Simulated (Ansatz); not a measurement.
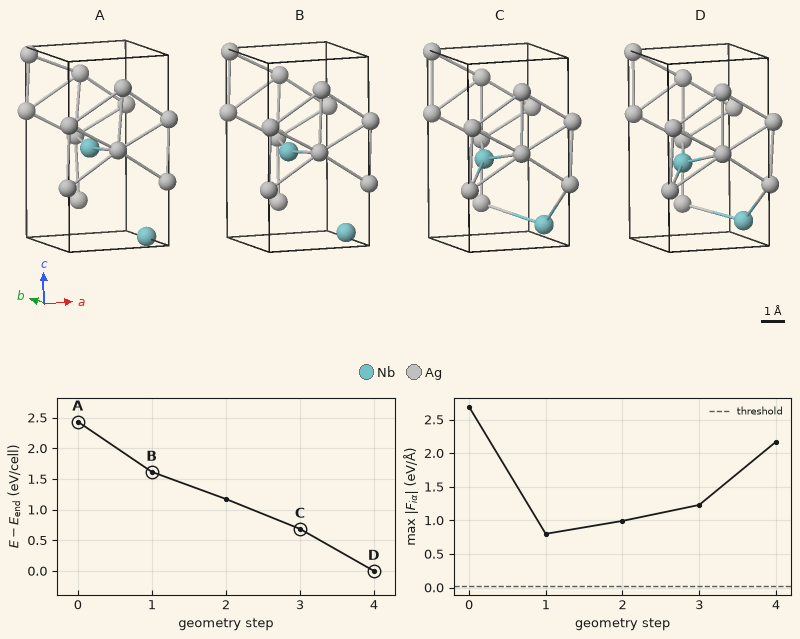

Frames of a relaxation of crystalline NbAg₃ (a generated structure, set up in P1) (coarse preliminary run), marked on the history of the run. Style: ball-and-stick. Shown: the cell of the calculation, slightly off an axis.

Level of theory: DFT PBE, scalar-relativistic, plane waves, PAW in Ansatz 0.2.0.

Input
```yaml
crystal:
  lattice:
    - [-4.7428897337, -0.0161208079, -0.1210535602]
    - [-0.1334717559, -0.0284848175, -5.1785730895]
    - [-0.0279220583, -8.3473345143, -0.0447468287]
  atoms:
    - { symbol: Nb, position: [0.4338278788, 0.5231034385, 0.4915089914], spin: 2.17 }
    - { symbol: Nb, position: [-0.0157518604, 0.4863727443, 1.0110284127], spin: 2.17 }
    - { symbol: Ag, position: [0.4954235425, 1.0052484415, 0.5170617693] }
    - { symbol: Ag, position: [0.0284924639, 0.9910141692, 0.9600265072] }
    - { symbol: Ag, position: [0.5416234116, -0.0057166632, 0.843298671] }
    - { symbol: Ag, position: [0.9931519474, 0.0158227665, 0.334815559] }
    - { symbol: Ag, position: [0.0021616164, 0.993100243, 0.6640925353] }
    - { symbol: Ag, position: [0.5210709999, 0.9910548602, 0.1781675541] }
basis:
  ecutwfc: 420
kpoints:
  mp_grid: { grid: [4, 4, 4] }
hamiltonian:
  xc: pbe
scf:
  occupations: { method: gaussian, width: 0.2 }
  lower_state_search: "off"
output:
  forces: true
  stress: true
  eigenvalues: true
  populations: true
magnetization:
  spin_polarized: true
relax:
  adjacent_minimum: "off"
  f_tol: 0.025
  max_steps: 60
  cell: { stress_tol: 0.25 }
```

Command:
```bash
ansatz run input.yaml --threads 1 --pin off --max-ram 2560MiB --backend cpu --events-out ev --progress --plain --runs-dir out
```

What happens along the run?

The run was cut off at its time limit before the relaxation converged, so the last structure is only a point on the way. Nb2 moves most relative to the cell: 0.76 Å along [−1 0 2]. Largest moves by element: Nb 0.76 Å, Ag 0.26 Å. Cell: a 4.744 → 4.790 Å (+1.0 %), b 5.180 → 4.992 Å (−3.6 %), c 8.348 → 8.243 Å (−1.3 %), α 89.4° → 89.6°, β 89.6° → 90.1°, γ 87.1° → 85.6°. Volume −4.1 %. Some distances before and after: Nb2–Ag6 3.619 → 2.939 Å, Nb1–Ag6 3.697 → 3.109 Å, Nb2–Ag8 3.614 → 3.093 Å, Nb1–Ag6 (another image) 3.466 → 2.982 Å. New bonds form, among them: Nb2–Ag6 (3.62 → 2.94 Å). Bond angles that change, for instance: Ag3–Nb1–Ag3 164.1° → 131.0°, Ag4–Nb2–Ag4 159.3° → 135.0°, Ag4–Ag8–Ag4 105.0° → 117.5°. The space group stays P1 (No. 1). Over 4 geometry steps the energy falls by 2.435 eV per cell of the calculation. The largest force component goes from 2.7 to 2.2 eV/Å. Pressure: 1.80 GPa at the start and −2.77 GPa at the end. From step 0 to 1: Nb and Ag atoms move most (0.19 Å), volume −0.5 %, energy −0.819 eV per cell of the calculation. From step 1 to 3: Nb2 moves most (0.39 Å), volume −2.3 %, energy −0.929 eV per cell of the calculation. From step 3 to 4: Nb2 moves most (0.19 Å), volume −1.4 %, energy −0.686 eV per cell of the calculation.

| step | E − E(0), meV/atom | largest force component, eV/Å | pressure, GPa | volume, Å³/atom |
| --- | --- | --- | --- | --- |
| 0 | 0.00 | 2.6911 | 1.80 | 25.610 |
| 1 | -102.40 | 0.7993 | 0.07 | 25.492 |
| 2 | -157.64 | 0.9917 | -0.07 | 25.202 |
| 3 | -218.55 | 1.2291 | -0.34 | 24.899 |
| 4 | -304.36 | 2.1684 | -2.77 | 24.561 |
